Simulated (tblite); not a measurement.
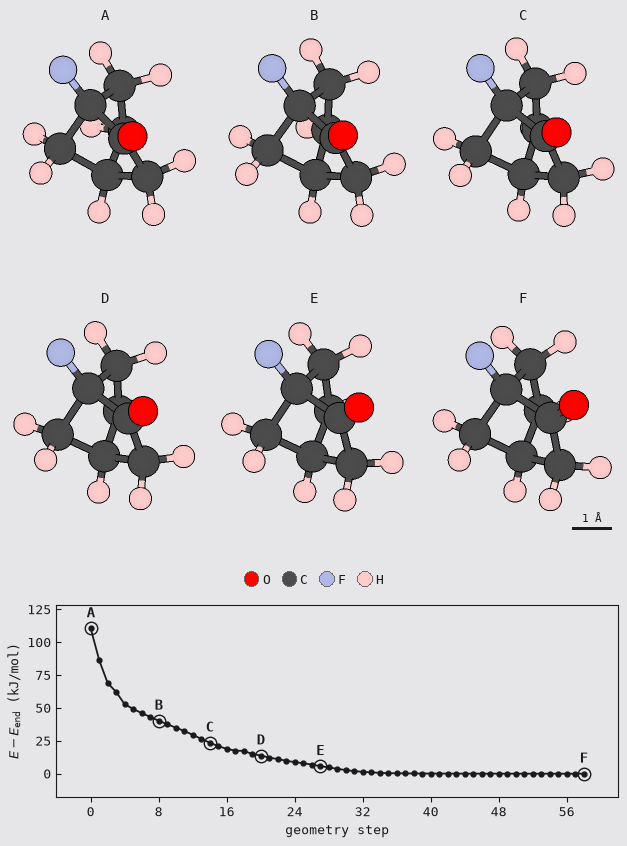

Frames of a relaxation of C7H8FO (multiplicity 2), marked on the history of the run. The picture is a ball-and-stick view, seen from a free direction.

Theory: GFN2-xTB geometry optimisation, gas phase (tblite 0.8.0). 

Describe the path.

The atom that moves furthest after the best rigid fit is an H atom (1.45 Å). Largest moves by element: H 1.45 Å, O 0.80 Å, C 0.27 Å, F 0.18 Å. Near-neighbour distances that change, for instance: C–H 1.123 → 1.071 Å, C–C 1.531 → 1.483 Å, C–O 1.237 → 1.197 Å, C–C 1.492 → 1.528 Å. Among the angles between lasting bonds that change: C–C–H 103.8° → 124.5°, C–C–H 105.5° → 125.5°, C–C–H 104.4° → 114.1°. After 58 geometry steps the energy has fallen by 110.6 kJ/mol. From step 0 to 8: an H atom moves most (0.30 Å), energy −70.3 kJ/mol. From step 8 to 14: an H atom moves most (0.41 Å), energy −16.7 kJ/mol. From step 14 to 20: an H atom moves most (0.34 Å), energy −9.78 kJ/mol. From step 20 to 27: an H atom moves most (0.37 Å), energy −8.07 kJ/mol. From step 27 to 58: O and H atoms move most (0.20 Å), energy −5.77 kJ/mol.
